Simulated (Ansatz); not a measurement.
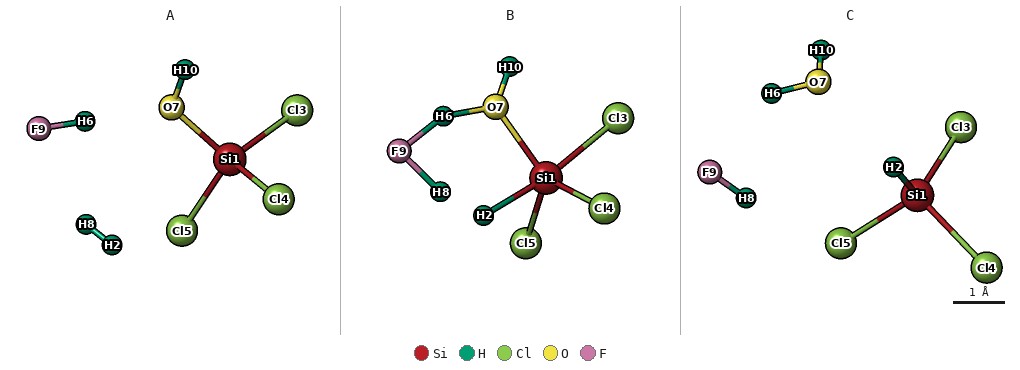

Three geometries of SiH₄OCl₃F: a saddle point and the two minima that it joins, in shuffled order. A ball-and-stick model, seen at a tilt. Sticks join atoms that are closer than about 1.2 times the sum of their covalent radii (a little more with hydrogen).

Stationary points at PBE0-D4/def2-TZVP, single-point energies with CCSD(T)/CBS, B3LYP-D4, SPW92 (LDA), B2PLYP (def2-TZVPP where no basis is named; Ansatz 0.2.0). The energies are electronic, without zero-point or thermal terms, and both ends are the minima reached downhill from the saddle, with any fragments still in contact. CCSD(T)/CBS stands for a frozen-core estimate: MP2 correlation extrapolated from def2-TZVPP and def2-QZVPP, CCSD(T) minus MP2 from the smaller set.

Q: Which frame is the transition state, what reaction does it lead through, and what barrier is to be expected?

A: Frame B is the saddle point. Counted by bonded pieces, C holds HF + H₂O + SiHCl₃ and A holds HF + H₂ + SiHCl₃O. From C over the saddle to A, bonds form: Si1–O7 (3.00 → 1.75 → 1.64 Å), H2–H8 (3.39 → 0.99 → 0.75 Å), H6–F9 (2.00 → 1.21 → 0.93 Å). Bonds break: Si1–H2 (1.46 → 1.67 → 3.81 Å), H6–O7 (0.96 → 1.13 → 1.75 Å), H8–F9 (0.93 → 1.16 → 2.64 Å). The saddle has one imaginary mode, 1154i cm⁻¹. With CCSD(T)/CBS the barrier is 124.0 kJ/mol from C and 199.7 kJ/mol from A, and A lies 75.8 kJ/mol below C.

| level | barrier from C (kJ/mol) | barrier from A (kJ/mol) | A less C (kJ/mol) |
| --- | --- | --- | --- |
| CCSD(T)/CBS | 124.0 | 199.7 | −75.8 |
| B3LYP-D4 | 113.2 | 188.1 | −75.0 |
| SPW92 (LDA) | 18.6 | 81.4 | −62.8 |
| B2PLYP | 119.4 | 195.5 | −76.2 |

Against CCSD(T)/CBS, B2PLYP comes closest on the barrier from C (−4.6 kJ/mol) and SPW92 (LDA) misses most (−105.4 kJ/mol).
